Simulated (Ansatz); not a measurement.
# MP2/cc-pVDZ run of CBrClF2 (SMILES FC(F)(Cl)Br)

What is the electronic atomisation energy of CBrClF2 at MP2/cc-pVDZ? 

The results are computed with Ansatz 0.2.0.

72 further runs of the same task are left out: 72 set aside as unsound or not needed.

## Step 1: The system as given

The species is CBrClF2 (5 atoms), meant as a singlet with charge 0. As SMILES, `FC(F)(Cl)Br`. Geometry: relaxed at PBE0-D4/def2-TZVP.

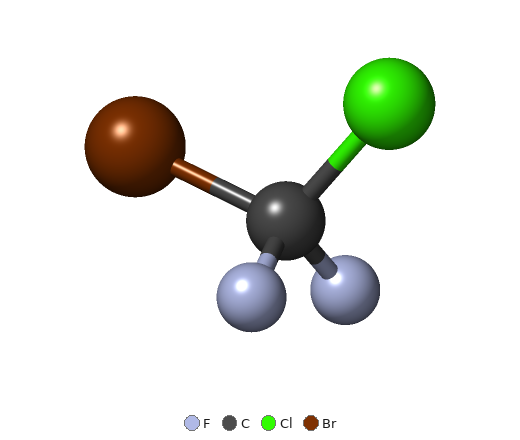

Viewed from a chosen angle; fluorine light blue, carbon dark grey, chlorine green, bromine brown.

## Step 2: A single-point energy at MP2/cc-pVDZ

run.yaml

```yaml
crystal:
  periodic: [false, false, false]
  atoms:
    - {symbol: F, position_ang: [-1.109500, 0.024800, 0.813100]}
    - {symbol: C, position_ang: [-0.019800, -0.087100, 0.067100]}
    - {symbol: F, position_ang: [0.823600, -0.897500, 0.690400]}
    - {symbol: Cl, position_ang: [-0.444800, -0.770600, -1.492300]}
    - {symbol: Br, position_ang: [0.800400, 1.656800, -0.119700]}
basis:
  gaussian:
    orbitals: cc-pVDZ
total_charge: 0
correlation:
  method: mp2
  frozen_orbitals: {Br: 9, C: 1, Cl: 5, F: 1}
accuracy: high
```

Launch:

```bash
$ ansatz run run.yaml --threads 1 --pin off --max-ram 3480MiB --events-out events.jsonl --progress --plain --runs-dir runs
```

Standard output:

```text
Warning: RAYON_NUM_THREADS=1 ignored (pool sized by the plan → 1); use --threads N
Functional definition: HF
  name "HF"
  exchange = exact_x
  correlation = 0
1873 factors; integrals over basis functions are off by at most 4.6e-9 eV
mean field evaluation 1: about -88938.7841 eV, gradient 4.3e1 eV
mean field evaluation 2: about -88939.2750 eV, gradient 4.5e1 eV
mean field evaluation 4: about -88943.5451 eV, gradient 2.6e0 eV
mean field evaluation 8: about -88943.6100 eV, gradient 1.3e-1 eV
mean field evaluation 16: about -88943.6100 eV, gradient 8.1e-8 eV
mean field -88943.61004918 eV, -3268.6173811633 hartree, gradient 8.1e-8 eV, S^2 0.000000; 0 other end points of the search recorded, 0 dependent functions left out
17 core orbitals not correlated: weight in the atoms' cores, before any rotation towards them, 1.000 or more for the frozen orbitals, at most 0.000 for the correlated occupied ones
reference -88943.61004918 eV, -3268.6173811633 hartree; 21, 21 occupied and 49, 49 virtual orbitals, 1873 factors
second order -21.00128223 eV of doubles, -0.00000000 eV of singles
Total energy: -88964.61133141 eV, -3269.3891640500 hartree
```

Run time: 5.1 s. Hardware: 1 thread of Arm Neoverse V1, shared host; peak memory 0.29 GiB.

## Step 3: The Br atom at the same level

job.yaml

```yaml
crystal:
  periodic: [false, false, false]
  atoms:
    - {symbol: Br, position_ang: [0.000000, 0.000000, 0.000000]}
basis:
  gaussian:
    orbitals: cc-pVDZ
magnetization:
  spin_polarized: true
  initial_magnetization: 1
correlation:
  method: mp2
  frozen_orbitals: {Br: 9}
accuracy: high
```

Run the same way, it converges to -2572.47308 Eh (log not shown).

## Step 4: The C atom, same level

job.yaml

```yaml
crystal:
  periodic: [false, false, false]
  atoms:
    - {symbol: C, position_ang: [0.000000, 0.000000, 0.000000]}
basis:
  gaussian: {orbitals: cc-pVDZ}
accuracy: high
magnetization: {spin_polarized: true, initial_magnetization: 2}
correlation: {method: mp2, frozen_orbitals: {C: 1}}
```

Run the same way, it converges to -37.73831 Eh (log not shown).

## Step 5: The Cl atom at the same level

molecule.yaml

```yaml
crystal:
  periodic: [false, false, false]
  atoms:
    - {symbol: Cl, position_ang: [0.000000, 0.000000, 0.000000]}
basis:
  gaussian:
    orbitals: cc-pVDZ
magnetization:
  spin_polarized: true
  initial_magnetization: 1
correlation:
  method: mp2
  frozen_orbitals: {Cl: 5}
accuracy: high
```

Run the same way, it converges to -459.58094 Eh (log not shown).

## Step 6: The F atom at the same level

in.yaml

```yaml
crystal:
  periodic: [false, false, false]
  atoms:
    - {symbol: F, position_ang: [0.000000, 0.000000, 0.000000]}
basis:
  gaussian: {orbitals: cc-pVDZ}
magnetization: {spin_polarized: true, initial_magnetization: 1}
correlation: {method: mp2, frozen_orbitals: {F: 1}}
accuracy: high
```

Launch:

```bash
$ ansatz run in.yaml --threads 1 --pin off --max-ram 3480MiB --events-out events.jsonl --progress --plain --runs-dir runs
```

Standard output:

```text
Warning: RAYON_NUM_THREADS=1 ignored (pool sized by the plan → 1); use --threads N
[... 4 set-up lines as earlier in the session ...]
96 factors; integrals over basis functions are off by at most 1.7e-9 eV
mean field evaluation 1: about -2703.9925 eV, gradient 7.3e0 eV
mean field evaluation 2: about -2703.9927 eV, gradient 7.3e0 eV
mean field evaluation 4: about -2704.1361 eV, gradient 6.5e-1 eV
mean field evaluation 8: about -2704.1380 eV, gradient 4.4e-6 eV
mean field evaluation 16: about -2704.1380 eV, gradient 3.0e-8 eV
mean field -2704.13804718 eV, -99.3752403031 hartree, gradient 5.8e-8 eV, S^2 0.752006; 3 other end points of the search recorded, 0 dependent functions left out
1 core orbitals not correlated: weight in the atoms' cores, before any rotation towards them, 1.000 or more for the frozen orbitals, at most 0.000 for the correlated occupied ones
reference -2704.13804718 eV, -99.3752403031 hartree; 4, 3 occupied and 9, 10 virtual orbitals, 96 factors
second order -3.82592278 eV of doubles, -0.00000000 eV of singles
Total energy: -2707.96396996 eV, -99.5158403721 hartree
```

Run time: 0.06 s. Hardware: 1 thread of Arm Neoverse V1, shared host.

## Step 7: Results

Level: MP2/cc-pVDZ, 17 core orbitals frozen.

| quantity | value |
| --- | --- |
| molecule: total energy | -3269.38916 Eh |
| molecule: correlation energy (17 core orbitals frozen) | -771.8 mEh |
| Br atom: total energy | -2572.47308 Eh |
| Br atom: correlation energy (9 core orbitals frozen) | -104.7 mEh |
| Br atom: ⟨S²⟩ of the reference determinant | 0.756 |
| C atom: total energy | -37.73831 Eh |
| C atom: correlation energy (1 core orbital frozen) | -51.8 mEh |
| C atom: ⟨S²⟩ of the reference determinant | 2.006 |
| Cl atom: total energy | -459.58094 Eh |
| Cl atom: correlation energy (5 core orbitals frozen) | -109.8 mEh |
| Cl atom: ⟨S²⟩ of the reference determinant | 0.756 |
| F atom: total energy | -99.51584 Eh |
| F atom: correlation energy (1 core orbital frozen) | -140.6 mEh |
| F atom: ⟨S²⟩ of the reference determinant | 0.752 |
| electronic atomisation energy | 15.379 eV |

In words: Taking the molecule apart into free atoms costs 15.38 eV (1484 kJ/mol), before zero-point energy and without spin-orbit coupling.
